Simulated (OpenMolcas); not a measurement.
# One shape, several levels: triplet InH2OF

Wanted: a comparison of 6 runs (UHF/def2-SVP, UB3LYP/def2-SVP, UPBE/def2-SVP, UPBE0/def2-SVP, USVWN5/def2-SVP, ROMP2/def2-SVP) of triplet InH2OF. 

The results are computed with OpenMolcas 26.06.

4 further runs of the same task are left out: 2 that didn't finish, 2 set aside as unsound or not needed.

**1. The system as given**

InH2OF has 5 atoms, charge 0, and is taken as a triplet. SMILES of the parent species: `[OH][InH][F]`. The shape is that of a PBE0-D4/def2-TZVP optimisation. This is one conformer, not always the lowest. That shape belongs to the parent species and isn't relaxed for this state.

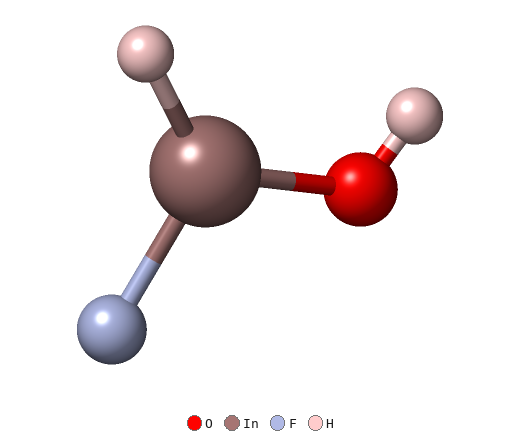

Viewed from a chosen angle; oxygen red, indium brown, fluorine light blue, hydrogen pink.

**2. The energy at UHF/def2-SVP (core potential) (run 1)**

File job.inp:

```
>>> EXPORT MOLCAS_PRINT=2
&GATEWAY
BasLib=$CurrDir
Coord
5
angstrom
O       -1.279500      -0.345900      -0.577400
In       0.480100       0.042500       0.210000
F        1.185900      -1.654700       0.841500
H       -1.725200       0.429800      -0.925700
H        1.388500       1.454700       0.410200
Basis=def2-SVP
Group=NoSym
&SEWARD
&SCF
UHF
Spin=3
Thresholds=1e-10 1e-07 1e-07 1e-05
PrOrbitals=0
```

The basis set def2-SVP is read from a file made from the Basis Set Exchange's data (not shown).

Launch:

```bash
$ export MOLCAS_MEM=1860
$ pymolcas job.inp > job.log
```

Standard output:

```text
--- Start Module: gateway ---
[...]
--- Stop Module: gateway /rc=_RC_ALL_IS_WELL_ ---
--- Start Module: seward ---
[...]
      Basis functions           64
--- Stop Module: seward /rc=_RC_ALL_IS_WELL_ ---
[...]
--- Start Module: scf ---
[...]
       Convergence after 156 Iterations
[...]
::    Total SCF energy                               -364.3545146187
[...]
      Total spin, S                                     1.0072378062
[...]
      Total electronic charge=   40.000000
      Total            charge=   -0.000000
[...]
      Dipole Moment (debye):
      Origin of the operator (angstrom)=    0.3745   -0.1987    0.1999
                   X= -3.1687E+00               Y=  2.3849E+00               Z= -1.9318E+00           Total=  4.4114E+00
      Quadrupole Moment (debye*angstrom):
[...]
--- Stop Module: scf /rc=_RC_ALL_IS_WELL_ ---
[...]
```

Run time: 33 s. Hardware: 1 thread of AMD EPYC 7R43 (Zen 3), shared host; peak memory 0.4 GiB.

**3. The energy at UB3LYP/def2-SVP (core potential) (run 2)**

File coord.xyz:

```xyz
5

O     -1.279500    -0.345900    -0.577400
In     0.480100     0.042500     0.210000
F      1.185900    -1.654700     0.841500
H     -1.725200     0.429800    -0.925700
H      1.388500     1.454700     0.410200
```

File calc.inp:

```
&GATEWAY
BasLib
$CurrDir
Coord
coord.xyz
Basis
def2-SVP
Group
NoSym
&SEWARD
GridInput
Grid=UltraFine
End of Grid
&SCF
UHF
Spin
3
KSDFT
B3LYP
Thresholds
1e-10 1e-07 1e-07 1e-05
PrOrbitals
1 1
```

The basis set def2-SVP is read from a file made from the Basis Set Exchange's data (not shown).

Launch:

```bash
$ export MOLCAS_MEM=1860
$ pymolcas calc.inp > calc.log
```

Standard output:

```text
--- Start Module: gateway ---
[...]
--- Stop Module: gateway /rc=_RC_ALL_IS_WELL_ ---
--- Start Module: seward ---
[...]
      Basis functions           64
--- Stop Module: seward /rc=_RC_ALL_IS_WELL_ ---
[...]
--- Start Module: scf ---
[...]
       Convergence after  42 Iterations
[...]
::    Total KS-DFT energy                            -366.1547741259
[...]
      Total spin, S                                     1.0027127113
[...]
      Total electronic charge=   40.000000
      Total            charge=   -0.000000
[...]
      Dipole Moment (debye):
      Origin of the operator (angstrom)=    0.3745   -0.1987    0.1999
                   X= -9.4258E-01               Y=  3.3484E+00               Z= -1.0268E+00           Total=  3.6269E+00
      Quadrupole Moment (debye*angstrom):
[...]
--- Stop Module: scf /rc=_RC_ALL_IS_WELL_ ---
[...]
```

It took 57 s on 1 thread of AMD EPYC 7R43 (Zen 3), shared host; peak memory 0.4 GiB.

Run 3 isn't shown in full; the table further down has it.

**4. The energy at UPBE0/def2-SVP (core potential) (run 4)**

File mol.inp:

```
* FH2InO Kohn-Sham DFT

&gateway
 baslib
 $CurrDir
 coord
 5
 angstrom
 O       -1.279500      -0.345900      -0.577400
 In       0.480100       0.042500       0.210000
 F        1.185900      -1.654700       0.841500
 H       -1.725200       0.429800      -0.925700
 H        1.388500       1.454700       0.410200
 basis
 def2-SVP
 group
 NoSym

&seward
 gridinput
 Grid=UltraFine
 End of Grid

&scf
 uhf
 spin
 3
 ksdft
 PBE0
 thresholds
 1e-10 1e-07 1e-07 1e-05
 prorbitals
 1 2
```

The basis set def2-SVP is read from a file made from the Basis Set Exchange's data (not shown).

Launch:

```bash
$ export MOLCAS_MEM=1860
$ pymolcas mol.inp > mol.log
```

Standard output:

```text
--- Start Module: gateway ---
[...]
--- Stop Module: gateway /rc=_RC_ALL_IS_WELL_ ---
--- Start Module: seward ---
[...]
      Basis functions           64
--- Stop Module: seward /rc=_RC_ALL_IS_WELL_ ---
[...]
--- Start Module: scf ---
[...]
       Convergence after  62 Iterations
[...]
::    Total KS-DFT energy                            -365.9054040670
[...]
      Total spin, S                                     1.0027714605
[...]
      Total electronic charge=   40.000000
      Total            charge=   -0.000000
[...]
      Dipole Moment (debye):
      Origin of the operator (angstrom)=    0.3745   -0.1987    0.1999
                   X= -1.0096E+00               Y=  3.4799E+00               Z= -1.0813E+00           Total=  3.7813E+00
      Quadrupole Moment (debye*angstrom):
[...]
--- Stop Module: scf /rc=_RC_ALL_IS_WELL_ ---
[...]
```

Run time: 82 s. Hardware: 1 thread of AMD EPYC 7R43 (Zen 3), shared host; peak memory 0.4 GiB.

Run 5 isn't shown in full; the table further down has it.

**5. The energy at ROMP2/def2-SVP (core potential) (run 6)**

File geom.xyz:

```xyz
5

O     -1.279500    -0.345900    -0.577400
In     0.480100     0.042500     0.210000
F      1.185900    -1.654700     0.841500
H     -1.725200     0.429800    -0.925700
H      1.388500     1.454700     0.410200
```

File calc.inp:

```
&GATEWAY
BasLib=$CurrDir
Coord=geom.xyz
Basis=def2-SVP
Group=NoSym
&SEWARD
&SCF
UHF
Spin=3
Thresholds=1e-10 1e-07 1e-07 1e-05
PrOrbitals=1 1
&RASSCF
FileOrb=$Project.UnaOrb
Spin=3
Nactel=2 0 0
Inactive=19
Ras2=2
OutOrbitals=Canonical
OrbListing=NoCore
&CASPT2
IPEA=0.0
Frozen=6
```

The basis set def2-SVP is read from a file made from the Basis Set Exchange's data (not shown).

Launch:

```bash
$ export MOLCAS_MEM=1860
$ pymolcas calc.inp > calc.log
```

Standard output:

```text
--- Start Module: gateway ---
[...]
--- Stop Module: gateway /rc=_RC_ALL_IS_WELL_ ---
[...]
      Basis functions           64
[...]
       Convergence after 156 Iterations
[...]
::    Total SCF energy                               -364.3545146187
[...]
      Total spin, S                                     1.0072378062
[...]
--- Start Module: rasscf ---
[...]
      Number of active orbitals                  2
[...]
      Spin quantum number                      1.0
[...]
      Active orbitals                            2
[...]
      Number of CSFs                             1
[...]
      Number of root(s) required                 1
[...]
      Convergence after 14 iterations
[...]
      printout of CI-coefficients larger than  0.05 for root  1
      energy=    -364.346822
      conf/sym  11     Coeff  Weight
             1  uu   1.00000 1.00000
      Natural orbitals and occupation numbers for root  1
      sym 1:   1.000000   1.000000
      ************************************************************************************************************************
      *                                                    Final results                                                     *
[...]
::    RASSCF root number  1 Total energy:   -364.34682197
[...]
      Total electronic charge=   40.000000
      Total            charge=   -0.000000
[...]
      Dipole Moment (debye):
      Origin of the operator (angstrom)=    0.3745   -0.1987    0.1999
                   X= -3.2560E+00               Y=  2.2426E+00               Z= -1.9543E+00           Total=  4.4102E+00
      Quadrupole Moment (debye*angstrom):
[...]
--- Stop Module: rasscf /rc=_RC_ALL_IS_WELL_ ---
[...]
--- Start Module: caspt2 ---
[...]
 ###    WARNING: User changed nr of frozen orbitals.                         ###
 ###############################################################################
[...]
      E2 (Variational):          -0.4431124980
      Total energy:            -364.7899344687
[...]
      Reference weight:           0.88344
[...]
::    CASPT2 Root  1     Total energy:   -364.78993447
[...]
--- Stop Module: caspt2 /rc=_RC_ALL_IS_WELL_ ---
[...]
```

It took 34 s on 1 thread of AMD EPYC 7R43 (Zen 3), shared host; peak memory 0.4 GiB.

**6. All runs side by side**

```
run                             level  integration grid  frozen core orbitals  energy (Eh)  dipole moment (D)  HOMO energy (eV)   ⟨S²⟩  wall time
  1     UHF/def2-SVP (core potential)                 –                     –  -364.354515               4.41             -5.35  2.022       33 s
  2  UB3LYP/def2-SVP (core potential)         UltraFine                     –  -366.154774               3.63             -3.53  2.008       57 s
  3    UPBE/def2-SVP (core potential)         UltraFine                     –  -365.926208               3.16             -2.78  2.004       43 s
  4   UPBE0/def2-SVP (core potential)         UltraFine                     –  -365.905404               3.78             -3.66  2.008       82 s
  5  USVWN5/def2-SVP (core potential)         UltraFine                     –  -364.602480               3.27             -2.91  2.003       30 s
  6   ROMP2/def2-SVP (core potential)                 –                     6  -364.789934                  –                 –      –       34 s
```

**7. Results**

| quantity | value |
| --- | --- |
| run 6: total energy | -364.78993 Eh |

In words: Over runs 1, 2, 3, 4, 5 the dipole moment (its size) runs from 3.16 D (UPBE/def2-SVP) to 4.41 D (UHF/def2-SVP). Totals of different functionals can't be ranked against each other. All runs together took 4.6 min, the longest 82 s.
